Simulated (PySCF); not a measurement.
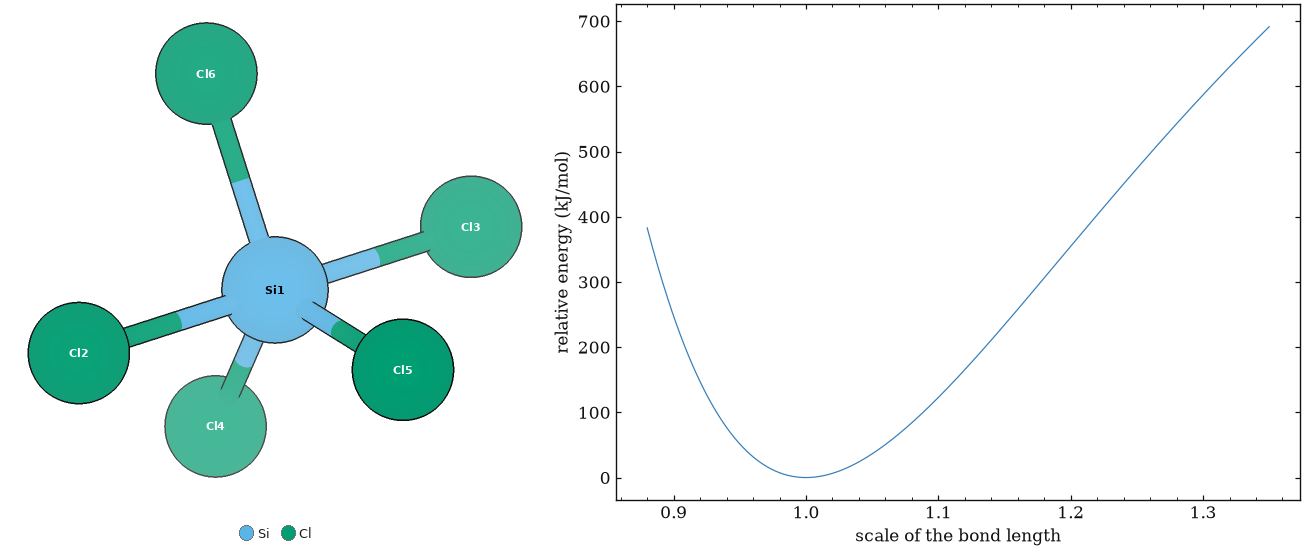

Rigid scan of SiCl₅⁻, singlet, from a minimum of the shape that electron-pair counting expects: all bonds to atom 1 scaled (atom 1 is the central atom). B3LYP/def2-SVPD, PySCF 2.14.0, restricted determinant, no spin-orbit coupling; energies counted from the minimum. Splines pass through the computed points.

Question: What does it cost to go to either end of the scan?

Answer: 382.9 kJ/mol at 0.88 and 691.4 kJ/mol at 1.35.

Question: Give the values at the computed points.

Answer: In kJ/mol:
```tsv
scale of the bond length	B3LYP
0.88	382.9
0.92	146.9
0.96	31.8
1.00	0.0
1.04	24.1
1.08	84.1
1.14	210.9
1.22	402.8
1.35	691.4
```

Note: double-zeta basis on some or all atoms.
